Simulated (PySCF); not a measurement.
**C6H10Si: density, localisation and related maps**

```xyz
17

C     0.1573   -2.4948    0.0867
C    -0.2521   -1.0630    0.2185
C    -0.9981   -0.3324   -0.7216
C    -1.0983    1.0096   -0.2896
Si    0.8262    1.8610   -0.6017
C    -0.3757    1.0993    0.9793
C     0.1273   -0.1926    1.2542
H     1.1237   -2.5903   -0.4362
H     0.2708   -2.9714    1.0716
H    -0.5829   -3.0719   -0.4866
H    -1.3962   -0.7212   -1.6595
H    -1.8028    1.7561   -0.6604
H     1.6730    0.7115   -1.0051
H     1.6004    2.8362    0.2413
H     0.4406    2.6959   -1.7914
H    -0.4640    1.9224    1.6906
H     0.7508   -0.4542    2.1098
```

Geometry: PBE0-D3(BJ)/def2-SVP.

Computed with PySCF 2.14.0, CAM-B3LYP/pcSseg-1, SCF density, in a acetonitrile solvent model, non-relativistic.

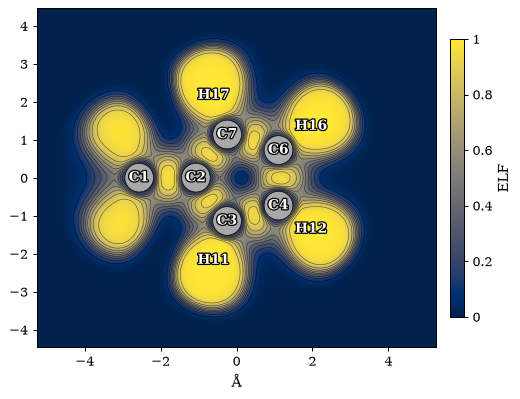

Figure 1. Electron localisation function on the plane of atoms C2, C3 and H11. Grey discs cover the atomic cores.

Q: Describe what can be read from this map.

A: The section cuts through C and H sites. C–C (1.40 Å): the ELF peaks at about 0.95 between the atoms; localised, covalent bonding. C–H (1.09 Å): the ELF climbs to about 1 towards the hydrogen, as it does in any bond to H; a covalent bond by its length. C–C (1.46 Å): the ELF peaks at about 0.95 between the atoms, as expected for a covalent bond.

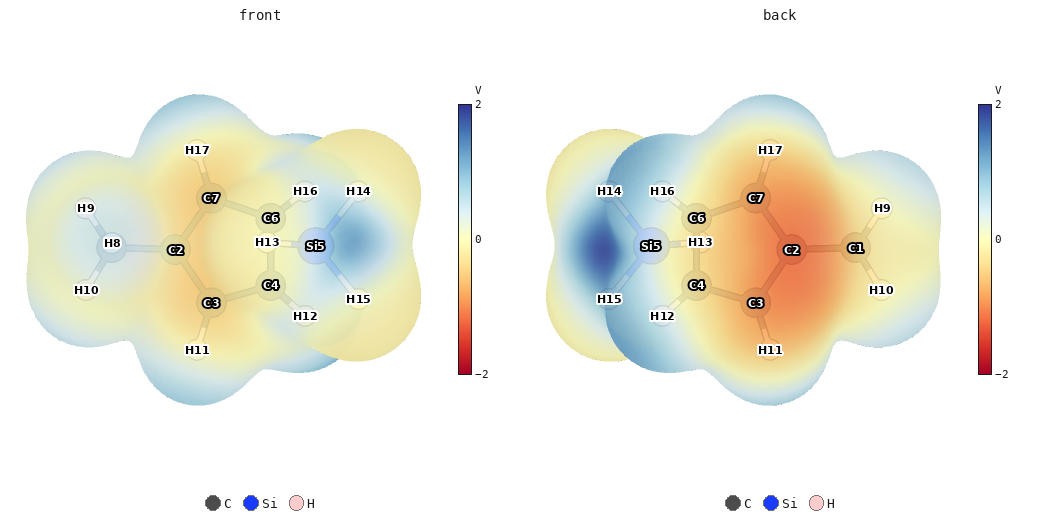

Figure 2. The molecular electrostatic potential painted on the density surface at 0.002 e/bohr³, seen from the front and from behind; red is negative and blue positive.

Q: Describe the electrostatic potential map.

A: The most negative region (about −1.1 V, or −25 kcal/mol for a unit charge) lies over the π face of C2, C3 and C7, the most positive (about +1.7 V, or +39 kcal/mol for a unit charge) over Si5.

Q: What dipole moment does the calculation give?

A: Its dipole moment is 0.39 D.
